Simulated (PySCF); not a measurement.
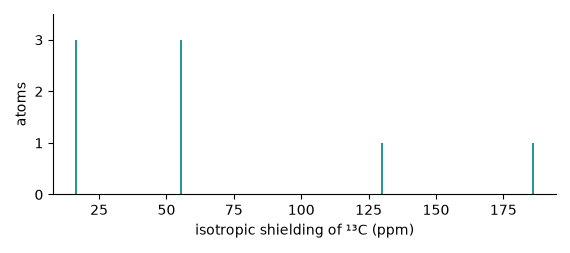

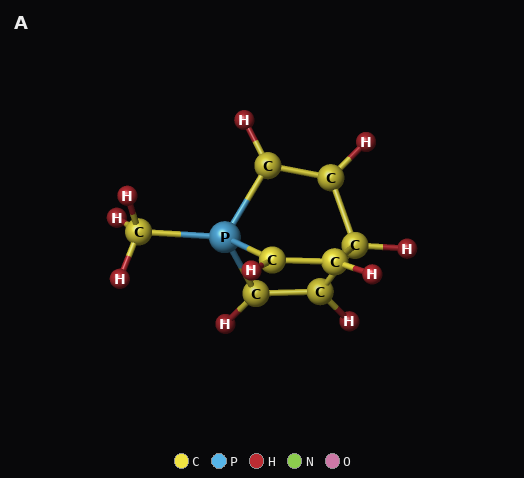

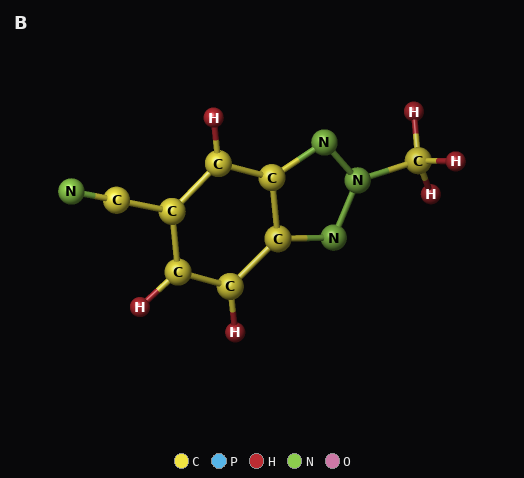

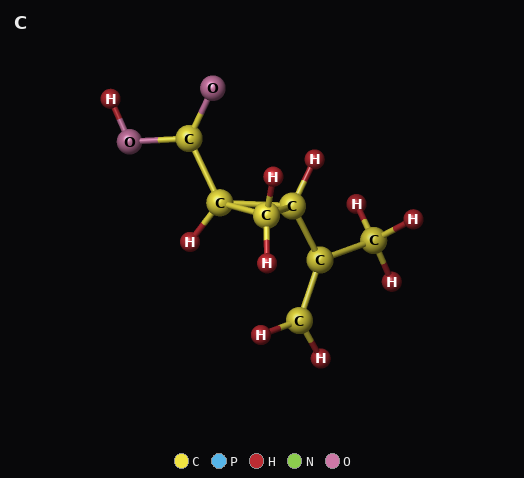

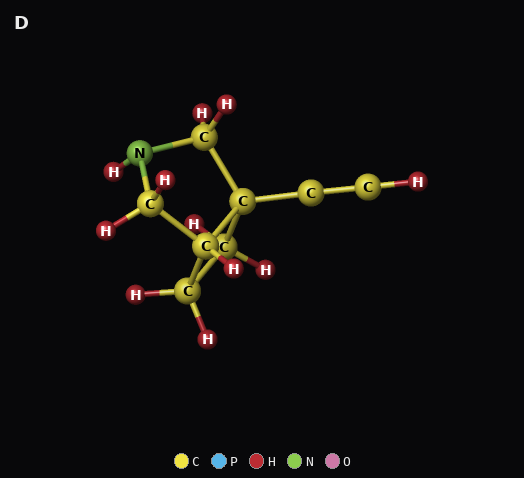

The sticks are computed shieldings of one of the molecules, for one fixed geometry (GFN2-xTB) without averaging over rotations. Low shielding means a high chemical shift. Method: GIAO PBE0/pcSseg-1 NMR shielding, non-relativistic, gas phase (PySCF 2.14.0).

Question: Match the spectrum to a structure.

Answer: A, `C[P+]12C=CC(C=C1)C=C2`. Its 8 C atoms give lines at 16.4 (3 atoms), 55.5 (3 atoms), 130.0, 186.0 ppm.

The geometry is semi-empirical. Around P such bond lengths and angles can be off by a tenth of an ångström or more and by several degrees, and values that hang on the shape move with them.
